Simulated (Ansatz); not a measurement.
**InNH2Cl (SMILES [NH2][In][Cl]): the energy, rung by rung**

InNH2Cl has 5 atoms, charge 0, and is taken as a doublet. SMILES: `[NH2][In][Cl]`. Geometry: optimised at PBE0/def2-SVP. This is one conformer, not always the lowest.

Each level gives the adiabatic ionisation energy (to the singlet cation, shapes relaxed at PBE0/def2-SVP, no zero-point term) (eV). The values are calculated.

```json
{"level": "UHF/def2-TZVP (core potential)", "kind": "Hartree–Fock", "program": "Ansatz", "value (eV)": "7.00", "CPU time (all runs)": "9.7 s"}
{"level": "UBLYP/def2-TZVP (core potential)", "kind": "GGA", "program": "Ansatz", "value (eV)": "7.42", "CPU time (all runs)": "11 s"}
{"level": "UPBE0-D4/def2-TZVP (core potential)", "kind": "global hybrid", "program": "Ansatz", "value (eV)": "7.41", "CPU time (all runs)": "12 s"}
{"level": "U-wB97M-V/def2-TZVP (core potential)", "kind": "range-separated hybrid", "program": "Ansatz", "value (eV)": "7.35", "CPU time (all runs)": "37 s"}
{"level": "UCAM-B3LYP/def2-TZVP (core potential)", "kind": "range-separated hybrid", "program": "Ansatz", "value (eV)": "7.52", "CPU time (all runs)": "20 s"}
{"level": "UB2PLYP/def2-TZVP (core potential)", "kind": "double hybrid", "program": "Ansatz", "value (eV)": "7.38", "CPU time (all runs)": "26 s"}
{"level": "RPA@PBE/def2-TZVP (core potential)", "kind": "RPA", "program": "Ansatz", "value (eV)": "7.58", "CPU time (all runs)": "22 s"}
{"level": "UMP2/def2-TZVP (core potential)", "kind": "perturbation theory", "program": "Ansatz", "value (eV)": "7.21", "CPU time (all runs)": "13 s"}
```

Spin-orbit coupling is left out. The values span 7.00 to 7.58 eV. In the correlated wave-function rows the outer d shell of In is correlated, in sets not made for it. In so small a basis fixed costs decide the times, and correlated methods can beat functionals. Times are those of the runs behind each value, whatever else they computed, on shared processors of several kinds: orders of magnitude only.

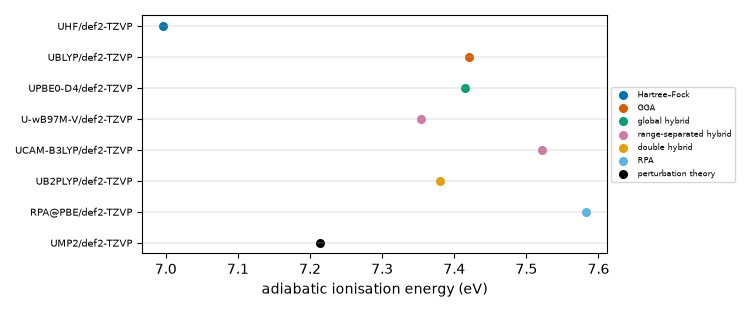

The values of the table, level by level.
